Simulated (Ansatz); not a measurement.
Fields on a plane of Au (fcc, Cu type)

```xyz
1
Lattice="0.0000 2.0620 2.0620 2.0620 0.0000 2.0620 2.0620 2.0620 0.0000" Properties=species:S:1:pos:R:3 pbc="T T T"
Au     0.0000     0.0000     0.0000
```

The slice is a {111} plane (indices of the conventional cell) through the point (0.000, 0.000, 0.000) (fractional), spanned by u = [100] and v = [-1 2 0] in vectors of this cell: u (2.92 Å) and v (5.05 Å, at 90° to u). It covers one period; positions are fractions (u, v).

Atoms on it: Au at (0.00, 0.00); Au at (0.50, 0.50).

The numbers are results of r2SCAN (plane waves to 500 eV, PAW, scalar-relativistic; Ansatz, a quantum-chemistry and plane-wave program), not measurements. k mesh 19×19×19. Near the nuclei the fields are pseudised (PAW); where an atom keeps semicore shells as valence, they peak there. Au was relaxed with its symmetry unable to fall. Spin-orbit coupling is left out, though Au is heavy. The PAW data are Ansatz's earlier set.

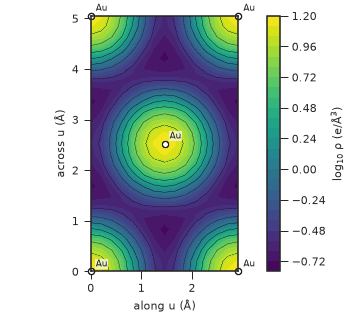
Figure. Log₁₀ of the valence density in e/Å³, one period of the plane, atoms marked. The scale is logarithmic, as a density can span decades between atoms and voids.

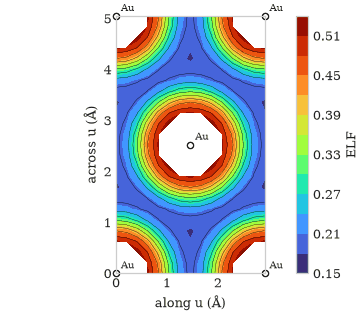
*Electron localisation function (ELF), one period of the plane, atoms marked. Points within 0.5 Å of a nucleus are left white, as the pseudised field means little there.*

The density on the Au–Au line (2.92 Å) at its midpoint is 0.26 e/Å³ and the ELF at that point is 0.19.
